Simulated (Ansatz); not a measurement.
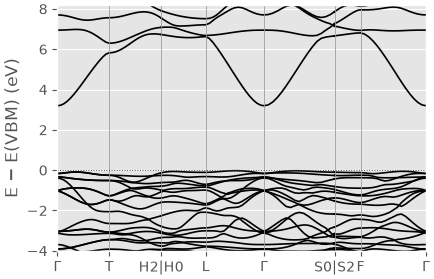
*Band structure from r²SCAN in the plane-wave PAW code Ansatz*

The gap is 3.19 eV; an edge lies off the plotted path or next to a special point (maximum off the standard path, minimum at Γ).

### Question
Which compound is it?
A) InF3, R-3c (In on 6b, F on 18e)
B) LaOF, R-3m (La on 6c, O on 6c, F on 6c)
C) ZnGeO3, R-3 (Zn on 6c, Ge on 6c, O on 18f)

### Answer
C, ZnGeO3, R-3 (Zn on 6c, Ge on 6c, O on 18f)

The first step of the workflow began from a Materials Project structure, measured or hypothetical; the Crystallography Open Database copy checked does not list it. Whether it is the stable phase at ambient conditions was not checked. The cell was relaxed with r²SCAN under the symmetry of its start; whether a distortion lowers the energy is not shown. Spin–orbit coupling is left out wherever it is not named.

Potentials: the later of the program's two PAW sets.
